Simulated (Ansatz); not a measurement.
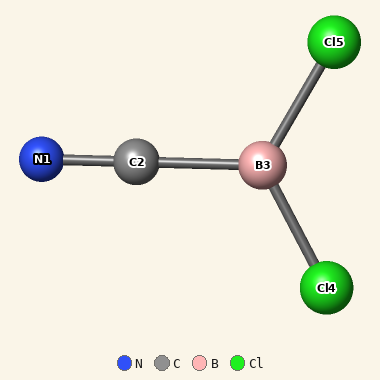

The system is CBCl2N, SMILES N#CB(Cl)Cl; the picture shows the grid point nearest to the relaxed geometry. 
- Two internal coordinates are moved rigidly from the geometry relaxed at PBE0-D4/def2-TZVP, all others fixed.
- First axis: bond B3–Cl4. Second axis: angle Cl5–B3–C2.
- The grid has 5 × 5 points.
- Energies are in kcal/mol, from the lowest grid point.
- Method: RKS r2SCAN-D4/def2-TZVPP (Ansatz).

Its coordinates:

```xyz
5

N     1.4245   -1.0246    1.2990
C     0.6751   -0.4896    0.6075
B    -0.3202    0.2210   -0.3132
Cl   -1.6338   -0.6277   -0.8933
Cl   -0.0487    1.8774   -0.7205
```

Range: bond B3–Cl4 from 1.520 to 2.418 Å; angle Cl5–B3–C2 from 95 to 143°.

Question: What will the energy surface look like?

Answer: The lowest grid point is at bond B3–Cl4 = 1.668 Å, angle Cl5–B3–C2 = 119°. The bottom of the well lies between grid points, at about bond B3–Cl4 = 1.736 Å, angle Cl5–B3–C2 = 119°, about 1.4 kcal/mol lower on the interpolated surface. It is the only kind of minimum in the scanned range. The highest grid point, bond B3–Cl4 = 2.418 Å, angle Cl5–B3–C2 = 95°, lies 72.4 kcal/mol above the lowest. Round the minimum the two coordinates are weakly coupled (coupling −0.14 in units of the two stiffnesses).

```tsv
angle Cl5–B3–C2 ↓, bond B3–Cl4 →	1.520	1.668	1.885	2.138	2.418
143	47.0	22.8	18.5	31.5	51.4
131	25.3	5.4	6.3	24.0	47.5
119	17.4	0.0	3.8	23.9	49.3
107	19.9	3.8	9.2	30.7	57.0
95	32.5	17.3	23.5	45.7	72.4
```

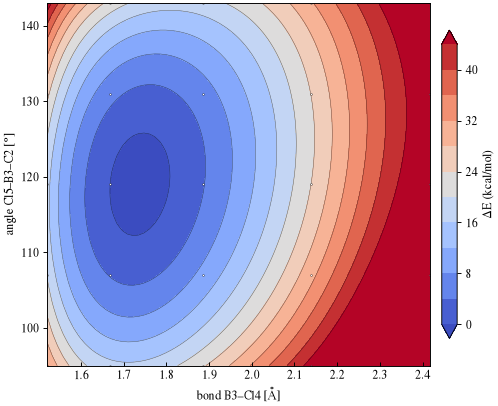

In the figure: filled contours, dots at the grid points, one colour for all values above the top of the scale. Between grid points the surface is interpolated.
